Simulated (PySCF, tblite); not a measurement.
**C6H11NSSi: geometry, infrared bands and NMR shifts**

Aim: predict the infrared bands and NMR shifts of C6H11NSSi (`CS[SiH2]/C=C\CCC#N`).

Computed with tblite 0.8.0 and PySCF 2.14.0, with density-fitted response routines of our own, on a single molecule in the gas phase. Atoms count from 0, in the outputs and in this text.

**1. The starting structure**

20 atoms, charge 0, multiplicity 1; geometry from: force field or distance geometry start.

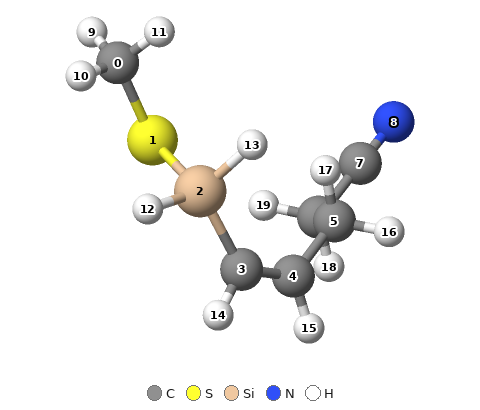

As it starts; carbon grey, sulfur yellow, silicon light orange, nitrogen blue, hydrogen white, atoms numbered.

**2. Optimising the geometry with GFN2-xTB**

The job: settings as JSON, then the geometry in Å.

```
{"job": {"kind": "relax", "xc": "GFN2-xTB", "basis": "xTB"}, "charge": 0, "multiplicity": 1}
C      3.335400    -0.563200     1.159900
S      1.741300    -1.022700     0.415100
Si     1.536000     0.372000    -1.181900
C     -0.096800     0.065200    -1.980400
C     -1.342700     0.178900    -1.475000
C     -1.764600     0.646700    -0.113700
C     -2.336100    -0.493800     0.719400
C     -2.764900    -0.005700     2.042900
N     -3.116900     0.378400     3.074200
H      3.535500    -1.224000     2.008700
H      4.134700    -0.659800     0.431700
H      3.289800     0.465100     1.532800
H      2.625000     0.168900    -2.142200
H      1.590700     1.745600    -0.627600
H      0.015900    -0.285000    -2.991200
H     -2.169600    -0.076800    -2.135800
H     -2.513800     1.437400    -0.234800
H     -0.930900     1.114400     0.426200
H     -3.190200    -0.945900     0.208600
H     -1.582900    -1.285000     0.859900
```

On the command line:

```bash
$ OMP_NUM_THREADS=1 python probes_run.py task.json out
```

The driver reads the jobs from task.json and runs them one after another.

The log of the run:

```text
step      E/eV     max force
  0    -715.59039    1.675
  1    -715.61701    3.442
  2    -715.64256    1.807
  3    -715.66725    0.940
  4    -715.67941    0.331
  5    -715.68712    0.255
  6    -715.69645    0.370
  7    -715.70018    0.185
  8    -715.70322    0.122
  9    -715.70652    0.218
 10    -715.71018    0.241
 11    -715.71339    0.142
 12    -715.71608    0.143
 13    -715.71856    0.158
 14    -715.72090    0.169
 15    -715.72261    0.110
 16    -715.72373    0.085
 17    -715.72476    0.120
 18    -715.72606    0.165
 19    -715.72765    0.150
 20    -715.72918    0.090
 21    -715.73037    0.080
 22    -715.73126    0.084
 23    -715.73203    0.070
 24    -715.73273    0.053
 25    -715.73332    0.058
 26    -715.73383    0.073
 27    -715.73430    0.065
 28    -715.73474    0.047
 29    -715.73512    0.050
 30    -715.73545    0.045
 31    -715.73573    0.046
 32    -715.73597    0.037
 33    -715.73619    0.037
 34    -715.73641    0.039
 35    -715.73662    0.037
 36    -715.73678    0.035
 37    -715.73691    0.035
 38    -715.73702    0.033
 39    -715.73713    0.025
 40    -715.73722    0.021
 41    -715.73731    0.026
 42    -715.73740    0.035
 43    -715.73752    0.036
 44    -715.73767    0.033
 45    -715.73784    0.036
 46    -715.73803    0.033
 47    -715.73827    0.050
 48    -715.73862    0.057
 49    -715.73910    0.064
 50    -715.73968    0.060
 51    -715.74035    0.062
 52    -715.74110    0.079
 53    -715.74185    0.069
 54    -715.74248    0.057
 55    -715.74291    0.037
 56    -715.74320    0.043
 57    -715.74344    0.040
 58    -715.74368    0.046
 59    -715.74392    0.047
 60    -715.74415    0.038
 61    -715.74433    0.034
 62    -715.74447    0.022
 63    -715.74459    0.023
 64    -715.74469    0.022
 65    -715.74479    0.024
 66    -715.74489    0.020
 67    -715.74498    0.027
 68    -715.74507    0.027
 69    -715.74515    0.026
 70    -715.74523    0.022
 71    -715.74531    0.019
 72    -715.74539    0.022
 73    -715.74548    0.030
 74    -715.74556    0.025
 75    -715.74562    0.016
 76    -715.74568    0.017
 77    -715.74575    0.022
 78    -715.74583    0.028
 79    -715.74591    0.021
 80    -715.74595    0.014
 81    -715.74598    0.015
 82    -715.74602    0.023
 83    -715.74606    0.024
 84    -715.74610    0.014
 85    -715.74613    0.012
 86    -715.74616    0.015
 87    -715.74619    0.018
 88    -715.74623    0.017
 89    -715.74627    0.018
 90    -715.74631    0.020
 91    -715.74636    0.024
 92    -715.74643    0.031
 93    -715.74650    0.027
 94    -715.74654    0.013
 95    -715.74657    0.011
 96    -715.74658    0.011
 97    -715.74661    0.014
 98    -715.74663    0.012
 99    -715.74665    0.010
100    -715.74667    0.009
```

Wall time 2.3 s (1 thread of Intel Xeon at 2.50GHz, shared host); peak memory 0.18 GiB.

Step by step: (not every step is listed)

| step | energy from step 0 (eV) | largest force (eV/Å) |
| --- | --- | --- |
| 0 | 0.0000 | 1.6750 |
| 1 | -0.0266 | 3.4425 |
| 2 | -0.0522 | 1.8072 |
| 3 | -0.0769 | 0.9400 |
| 4 | -0.0890 | 0.3307 |
| 5 | -0.0967 | 0.2547 |
| 6 | -0.1061 | 0.3695 |
| 7 | -0.1098 | 0.1846 |
| 8 | -0.1128 | 0.1218 |
| 16 | -0.1333 | 0.0851 |
| 24 | -0.1423 | 0.0525 |
| 32 | -0.1456 | 0.0369 |
| 40 | -0.1468 | 0.0209 |
| 48 | -0.1482 | 0.0566 |
| 56 | -0.1528 | 0.0430 |
| 64 | -0.1543 | 0.0222 |
| 72 | -0.1550 | 0.0221 |
| 80 | -0.1556 | 0.0139 |
| 88 | -0.1558 | 0.0168 |
| 95 | -0.1562 | 0.0114 |
| 96 | -0.1562 | 0.0109 |
| 97 | -0.1562 | 0.0137 |
| 98 | -0.1562 | 0.0116 |
| 99 | -0.1563 | 0.0102 |
| 100 | -0.1563 | 0.0091 |

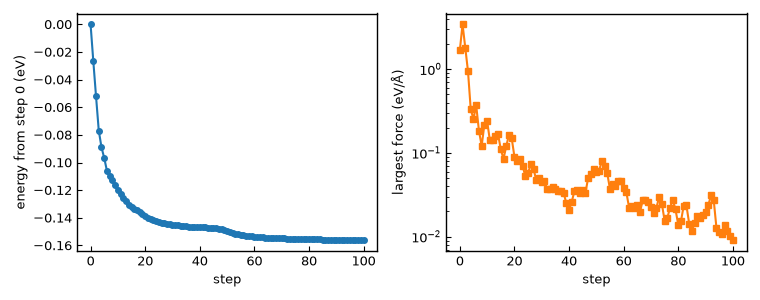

Energy and force, step by step.

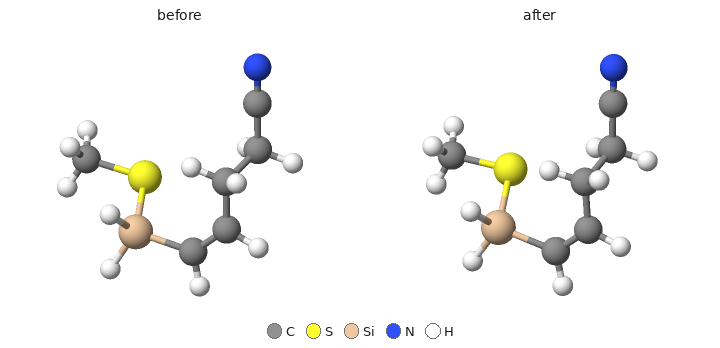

The geometry before (left) and after (right).

Close pairs (by a distance rule), those that changed most:

| bond | before (Å) | after (Å) | change (Å) |
| --- | --- | --- | --- |
| C6–C7 | 1.474 | 1.439 | -0.036 |
| Si2–C3 | 1.843 | 1.875 | +0.032 |
| S1–Si2 | 2.130 | 2.156 | +0.026 |
| C3–C4 | 1.349 | 1.327 | -0.022 |
| Si2–H13 | 1.482 | 1.464 | -0.018 |
| C5–C6 | 1.524 | 1.541 | +0.017 |
| C7–N8 | 1.155 | 1.143 | -0.012 |
| C0–H9 | 1.094 | 1.085 | -0.009 |

The final coordinates are the input of the step that follows.

**3. Harmonic vibrations with GFN2-xTB**

The job: settings as JSON, then the geometry in Å.

```
{"job": {"kind": "ir", "xc": "GFN2-xTB", "basis": "xTB"}, "charge": 0, "multiplicity": 1}
C      3.175015    -0.568475     1.192470
S      1.514157    -0.943072     0.561123
Si     1.445026     0.403737    -1.120802
C     -0.162761     0.071848    -2.026665
C     -1.390470     0.228517    -1.547441
C     -1.722050     0.694914    -0.167787
C     -2.114857    -0.505814     0.713760
C     -2.562063    -0.064445     2.007900
N     -2.924889     0.307843     3.026165
H      3.336286    -1.212280     2.050490
H      3.913512    -0.779555     0.425078
H      3.226041     0.473216     1.494122
H      2.589984     0.085973    -1.972409
H      1.571513     1.763548    -0.593668
H     -0.060258    -0.286203    -3.042960
H     -2.249439    -0.018002    -2.162817
H     -2.556775     1.400051    -0.207020
H     -0.863145     1.196270     0.281053
H     -2.921303    -1.076174     0.243564
H     -1.248671    -1.161218     0.842809
```

The log of the run:

```text
mode    cm-1     km/mol
  1      32.8      2.63
  2      42.0      3.30
  3      50.0      2.07
  4      84.6      5.01
  5      88.2      6.15
  6     118.7      0.07
  7     146.3      4.15
  8     181.0      2.88
  9     208.7      1.78
 10     259.6      1.14
 11     387.4      2.06
 12     393.0     10.16
 13     460.4     32.89
 14     502.3     63.22
 15     516.6     19.87
 16     547.1     35.28
 17     574.4     21.10
 18     678.7    185.59
 19     729.2      1.13
 20     748.3     74.72
 21     766.7    173.43
 22     796.7    239.59
 23     801.3     34.14
 24     939.0      0.50
 25     949.3      0.01
 26     959.8      4.67
 27     988.9      4.51
 28     991.7      5.83
 29    1039.0     12.78
 30    1062.2      0.85
 31    1115.3      2.21
 32    1229.8      0.40
 33    1233.2     10.74
 34    1248.9      2.62
 35    1314.9      2.88
 36    1325.0      3.35
 37    1348.2      0.26
 38    1423.1      6.27
 39    1453.5      3.67
 40    1459.5      7.41
 41    1468.9      3.82
 42    1679.9     64.70
 43    2241.4    318.15
 44    2272.6    184.19
 45    2412.3    226.24
 46    2955.6      4.62
 47    2964.0     10.72
 48    2973.2     25.01
 49    2993.5     20.86
 50    3018.8     63.89
 51    3028.7      6.99
 52    3032.8     11.00
 53    3046.1     46.98
 54    3061.0      1.92
```

Wall time 2.8 s (1 thread of Intel Xeon at 2.50GHz, shared host); peak memory 0.18 GiB.

Which atoms move in the most intense modes:

| cm⁻¹ | km/mol | atoms |
| --- | --- | --- |
| 679 | 185.6 | H12 38 %, H13 38 %, C3 10 % |
| 748 | 74.7 | H14 40 %, H15 20 %, C4 12 % |
| 767 | 173.4 | C3 33 %, Si2 26 % |
| 797 | 239.6 | H12 43 %, H13 43 % |
| 1680 | 64.7 | C4 52 %, C3 43 % |
| 2241 | 318.1 | H13 81 %, H12 15 % |
| 2273 | 184.2 | H12 82 %, H13 16 % |
| 2412 | 226.2 | C7 60 %, N8 39 % |

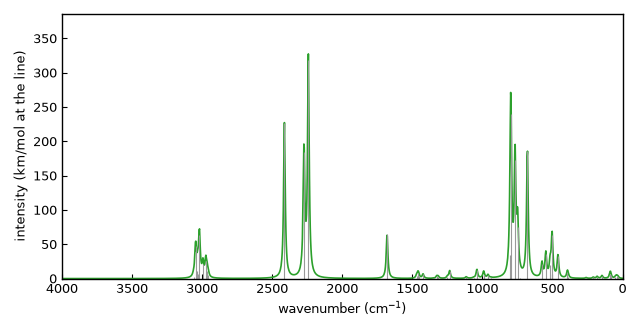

The infrared spectrum from these modes, unscaled. Lines are broadened to a width of 14 cm⁻¹ (Lorentzian).

**4. Shielding tensors: PBE0/pcSseg-1**

Same as in step 3 but for these lines:

```diff
@@ -1,2 +1,2 @@
-{"job": {"kind": "ir", "xc": "GFN2-xTB", "basis": "xTB"}, "charge": 0, "multiplicity": 1}
+{"job": {"kind": "nmr", "xc": "PBE0", "basis": "pcSseg-1"}, "charge": 0, "multiplicity": 1}
 C      3.175015    -0.568475     1.192470
```

Method: GIAO PBE0/pcSseg-1 NMR shielding, non-relativistic, gas phase.

The log of the run:

```text
coarse grid: 17648 points
cycle   1  E = -976.8822528545  dE =  9.306e-01  |g| = 5.110e-01  |ddm| = 4.108e+00
cycle   2  E = -976.7596778592  dE =  1.226e-01  |g| = 9.175e-01  |ddm| = 1.310e+00
cycle   3  E = -976.9441297497  dE = -1.845e-01  |g| = 1.755e-01  |ddm| = 8.126e-01
cycle   4  E = -976.9509966227  dE = -6.867e-03  |g| = 4.275e-02  |ddm| = 1.791e-01
cycle   5  E = -976.9514241156  dE = -4.275e-04  |g| = 8.598e-03  |ddm| = 5.151e-02
cycle   6  E = -976.9514425718  dE = -1.846e-05  |g| = 2.462e-03  |ddm| = 1.120e-02
cycle   7  E = -976.9514436667  dE = -1.095e-06  |g| = 1.313e-03  |ddm| = 3.278e-03
final grid: 161008 points
cycle   8  E = -977.0060101384  dE = -3.644e-05  |g| = 9.370e-03  |ddm| = 3.293e-02
cycle   9  E = -977.0059975252  dE =  1.261e-05  |g| = 1.166e-02  |ddm| = 1.750e-02
cycle  10  E = -977.0060317703  dE = -3.425e-05  |g| = 1.733e-03  |ddm| = 1.035e-02
cycle  11  E = -977.0060325324  dE = -7.621e-07  |g| = 2.875e-04  |ddm| = 1.627e-03
cycle  12  E = -977.0060325514  dE = -1.898e-08  |g| = 1.026e-04  |ddm| = 3.391e-04
cycle  13  E = -977.0060325532  dE = -1.844e-09  |g| = 6.239e-05  |ddm| = 1.156e-04
cycle  14  E = -977.0060325540  dE = -8.069e-10  |g| = 1.550e-05  |ddm| = 5.218e-05
converged SCF energy = -977.0060325540

GIAO shielding tensors (ppm)
atom      isotropic    diamagn.    paramagn.     s11        s22        s33       span
  0 C      172.154     250.716     -78.562    160.237    164.679    191.545     31.308
  1 S      717.194    1062.201    -345.007    599.464    633.609    918.510    319.046
  2 Si     386.655     881.871    -495.216    351.963    374.458    433.543     81.580
  3 C       59.618     261.139    -201.520    -48.031     59.827    167.059    215.091
  4 C       24.832     256.258    -231.426   -104.113     24.493    154.117    258.230
  5 C      149.993     251.968    -101.975    133.975    150.275    165.728     31.753
  6 C      167.707     249.007     -81.300    153.833    165.159    184.129     30.296
  7 C       63.357     258.878    -195.521    -54.076    -49.670    293.817    347.893
  8 N      -30.373     340.132    -370.505   -198.481   -193.542    300.904    499.385
  9 H       29.521      29.239       0.281     23.623     26.673     38.266     14.642
 10 H       29.747      28.806       0.941     23.907     27.473     37.862     13.956
 11 H       29.581      30.322      -0.741     23.731     27.719     37.293     13.562
 12 H       26.882      30.094      -3.212     23.057     24.785     32.803      9.746
 13 H       26.504      30.759      -4.255     23.850     24.290     31.371      7.521
 14 H       25.638      30.077      -4.439     23.471     25.975     27.469      3.998
 15 H       24.728      30.707      -5.978     22.006     24.756     27.423      5.418
 16 H       29.192      30.841      -1.649     25.348     27.837     34.392      9.044
 17 H       29.045      34.643      -5.597     26.311     28.496     32.329      6.018
 18 H       29.584      27.657       1.927     24.809     28.869     35.075     10.266
 19 H       29.104      31.757      -2.653     23.897     27.647     35.767     11.870
```

Wall time 2.4 min (1 thread of Intel Xeon at 2.50GHz, shared host); peak memory 0.97 GiB.

The references, computed at this level on geometries of the same kind, shield at (ppm): 1H TMS 31.72, 13C TMS 186.9, 29Si TMS 349.2, 15N NH3 267.7, 33S CS2 504. Their shielding less the atom's gives the shift. The references are single molecules in the gas phase, so shifts against H2O, NH3, PH3, H3PO4 or CFCl3 are not on the usual liquid scales and can be off by tens of ppm. Atoms listed in one row are averaged.

| atoms | environment | σ (ppm) | δ (ppm) | δ scaled to CDCl3 |
| --- | --- | --- | --- | --- |
| C4 | alkene CH | 24.8 | 162.1 | 156.3 |
| C3 | alkene CH | 59.6 | 127.3 | 122.3 |
| C7 | nitrile carbon | 63.4 | 123.6 | 118.7 |
| C5 | allylic sp3 CH2 | 150.0 | 36.9 | 34.1 |
| C6 | sp3 CH2 α to a nitrile | 167.7 | 19.2 | 16.8 |
| C0 | methyl carbon bonded to S | 172.2 | 14.8 | 8.1 |
| H15 | hydrogen on an alkene CH | 24.73 | 6.99 | 6.69 |
| H14 | hydrogen on an alkene CH | 25.64 | 6.08 | 5.84 |
| H12, H13 | hydrogen on a silicon bonded to C, S | 26.69 | 5.02 | – |
| H16, H17 | hydrogen on an allylic sp3 CH2 | 29.12 | 2.60 | 2.55 |
| H18, H19 | hydrogen on an sp3 CH2 α to a nitrile | 29.34 | 2.37 | 2.34 |
| H9, H10, H11 | hydrogen on a methyl carbon bonded to S | 29.62 | 2.10 | 2.09 |
| S1 | sulfur bonded to C, Si | 717 | -213 | – |
| Si2 | silicon bonded to C, S, 2 H | 386.7 | -37.5 | – |
| N8 | nitrile nitrogen | -30.4 | 298.1 | – |

The scaled column applies a straight-line fit of computed shieldings to shifts measured in CDCl3, with any fitted terms for Cl, Br or S neighbours (root-mean-square error 0.16 ppm for H, 1.9 ppm for C).

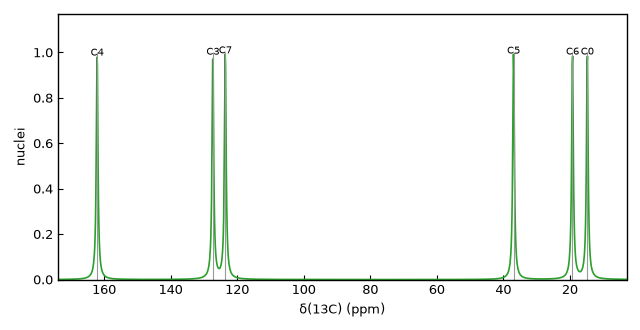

13C lines at the computed shifts, without couplings. Lines are broadened to a width of 0.59 ppm (Lorentzian).

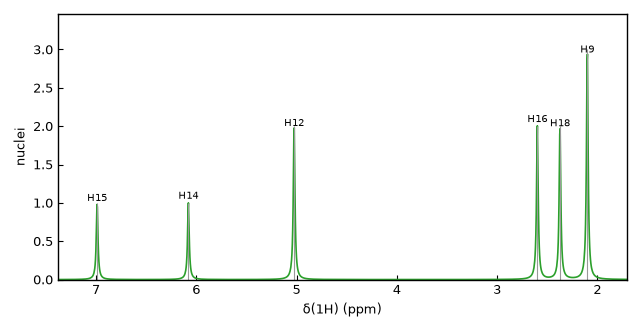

1H lines at the computed shifts, without couplings. Lines are broadened to a width of 0.02 ppm (Lorentzian).

Charges from the same density, by scheme (e):

| atoms | Mulliken | IAO | Hirshfeld | ESP fit |
| --- | --- | --- | --- | --- |
| C0 | -0.38 | -0.50 | -0.11 | -0.41 |
| S1 | -0.34 | -0.20 | -0.09 | -0.24 |
| Si2 | 0.60 | 0.68 | 0.31 | 0.41 |
| C3 | -0.41 | -0.44 | -0.15 | -0.42 |
| C4 | -0.12 | -0.10 | -0.02 | -0.12 |
| C5 | -0.24 | -0.25 | -0.06 | 0.03 |
| C6 | -0.20 | -0.29 | -0.04 | -0.19 |
| C7 | 0.05 | 0.15 | 0.09 | 0.35 |
| N8 | -0.25 | -0.25 | -0.24 | -0.47 |

Mulliken charges:

C0 -0.38; S1 -0.34; Si2 0.60; C3 -0.41; C4 -0.12; C5 -0.24; C6 -0.20; C7 0.05; N8 -0.25; H9 0.17; H10 0.15; H11 0.16; H12 -0.06; H13 -0.05; H14 0.13; H15 0.11; H16 0.15; H17 0.17; H18 0.17; H19 0.21

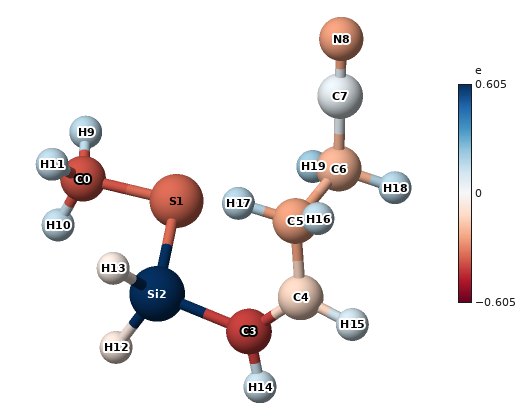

Mulliken charges, as colours on the atoms.

Mayer bond orders: C0–S1 1.00, S1–Si2 0.96, Si2–C3 0.91, C3–C4 1.94, C4–C5 1.07, C5–C6 1.00, C6–C7 1.03, C7–N8 3.07.

The fields below are evaluated on a grid from the run's orbitals.

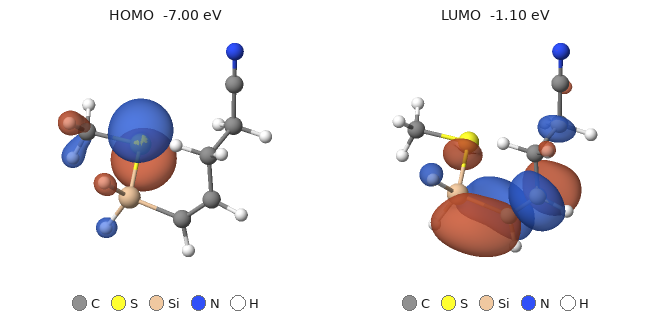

PBE0/pcSseg-1 orbitals near the gap, drawn at the value that encloses 70 % of each; the two colours are the two signs.

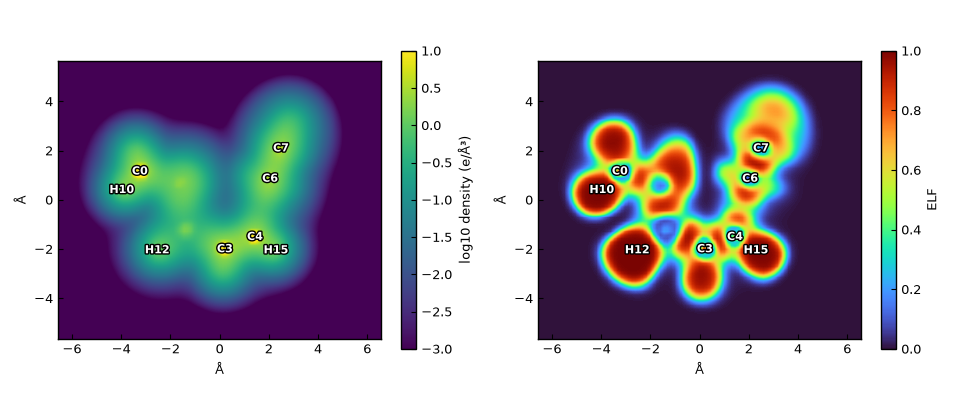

Density (left) and ELF (right) in a plane through or near 8 of the atoms.

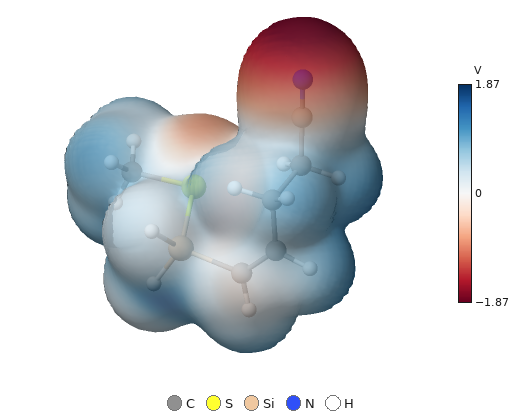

The potential that a unit positive charge feels on the 0.002 e/bohr³ surface, from -1.87 V near N8 to 1.24 V near H18.

**5. Results**

```
                                                              quantity                                      value
                             strongest single infrared mode (GFN2-xTB)                      2241 cm⁻¹, 318 km/mol
                                          zero-point energy (GFN2-xTB)                              94.8 kcal/mol
                                13C shifts against TMS (PBE0/pcSseg-1)  162.1, 127.3, 123.6, 36.9, 19.2, 14.8 ppm
1H shifts against TMS (PBE0/pcSseg-1, means over atoms taken as alike)     6.99, 6.08, 5.02, 2.60, 2.37, 2.10 ppm
                                33S shifts against CS2 (PBE0/pcSseg-1)                                   -213 ppm
                               29Si shifts against TMS (PBE0/pcSseg-1)                                  -37.5 ppm
                                15N shifts against NH3 (PBE0/pcSseg-1)                                  298.1 ppm
                                 surface potential, least and greatest                         -1.87 V and 1.24 V
```

The optimisation took 100 steps and gained 0.156 eV; among the close pairs (by a distance rule), C6–C7 changed most, from 1.474 to 1.439 Å. All 54 modes are real, so the xTB geometry is a minimum. The strongest single mode, at 2241 cm⁻¹, moves mainly H13. GFN2-xTB is a fitted tight-binding method: band positions and strengths are rough. Its intensities can rank the bands wrongly. At PBE0/pcSseg-1: The widest tensor belongs to N8: span 499 ppm, with a paramagnetic part of -371 ppm. By nearest atom (PBE0/pcSseg-1), the HOMO sits on S1 78 % and the LUMO on C3, C4 about 26 % each; Si2 10 %.
